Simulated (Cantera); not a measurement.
A closed system holds: 1 mol N₂O, 0.42 mol SO₂, 5.7 mol O₂, at 1.73 Torr.

Equilibrium computed with Cantera from the NASA thermochemical tables; the gas is ideal and each condensed phase is pure. Candidate condensed phases: S; 17 gas species. Rates play no part.

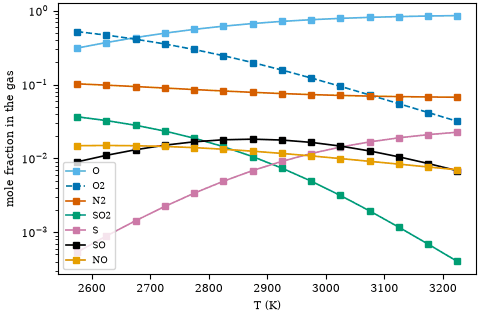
Fig. 1. Equilibrium gas composition (values under 1e-9 drawn at 1e-9)

From 2575 K to 3225 K nothing is condensed.
